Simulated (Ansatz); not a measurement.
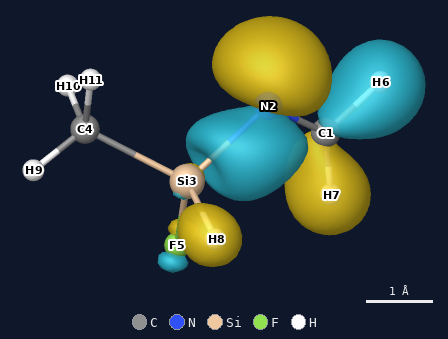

Figure 1: C₂H₆FNSi (SMILES C=N[SiH](C)F). The HOMO at ±0.15 Å⁻³ᐟ² (yellow and cyan are the two phases), seen at a tilt.

The fields and orbitals are those of the mean-field reference, not of the correlated method.

Computed with MP2, Gaussian basis in Ansatz.

Input

```
crystal:
  periodic: [false, false, false]
  atoms:
    - { symbol: C, position_ang: [-0.0617, 2.0112, 0.7693] }
    - { symbol: "N", position_ang: [-0.6431, 0.8844, 0.653] }
    - { symbol: Si, position_ang: [0.408, -0.399, 0.198] }
    - { symbol: C, position_ang: [-0.4231, -1.554, -0.8558] }
    - { symbol: F, position_ang: [1.6501, 0.2319, -0.642] }
    - { symbol: H, position_ang: [-0.7517, 2.9254, 1.0332] }
    - { symbol: H, position_ang: [0.984, 2.2978, 0.5948] }
    - { symbol: H, position_ang: [1.0075, -1.0166, 1.4356] }
    - { symbol: H, position_ang: [0.1376, -2.3782, -1.1418] }
    - { symbol: H, position_ang: [-0.8802, -1.0661, -1.7245] }
    - { symbol: H, position_ang: [-1.3621, -1.9937, -0.2992] }
basis:
  gaussian:
    orbitals: def2-SVPD
correlation:
  method: mp2
output:
  orbitals: {}
```

Describe this orbital and give its energy.

Answer. By Hirshfeld shares it lies mainly on N2 (about 50 %), C1 (about 15 %), Si3 (about 10 %), H6 (about 10 %) and H7 (about 5 %). Its energy is −11.16 eV.
